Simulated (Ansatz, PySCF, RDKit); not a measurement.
CH6Si (SMILES C[SiH3]) and H2Se (SMILES [SeH2]) are pulled apart as rigid monomers along the line of their centres of mass, from the B3LYP-D3(BJ)/def2-TZVP minimum. Starting geometry (charge 0, multiplicity 1):
```xyz
11

C      0.57270     1.01716    -0.10419
Si    -0.09875    -0.69084     0.26970
H      0.46280     1.66526     0.76649
H      0.03744     1.47086    -0.94034
H      1.63130     0.96993    -0.36621
H      0.62640    -1.30666     1.40878
H      0.04292    -1.58702    -0.90430
H     -1.53744    -0.62673     0.62851
Se    -0.76412     1.25211     3.82345
H      0.05991     0.03883     3.72301
H     -1.83485     0.62331     3.03647
```

Interaction energies with rigid monomers; basis-set methods are counterpoise corrected unless marked otherwise.

Rows in 6-31G*, LANL2DZ carry no dispersion term and start afresh at each structure (6-31G* with six Cartesian d functions); the Pople sets are all-electron and without relativity. LANL2DZ brings its own core potentials from Na on.

Codes used: Ansatz (Gaussian basis) for Hartree–Fock, density functionals and correlated methods; PySCF for 6-31G* rows, LANL2DZ rows, the dispersion terms; RDKit for the force fields. 

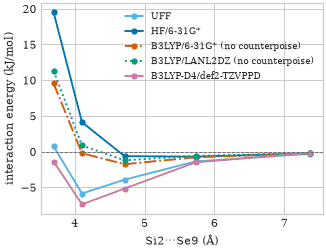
Interaction energy against separation

Question: Which level binds most strongly at Si2···Se9 = 4.10, and by how much?

Answer: B3LYP-D4/def2-TZVPPD, -7 kJ/mol.

Ansatz is a program for electronic structure.
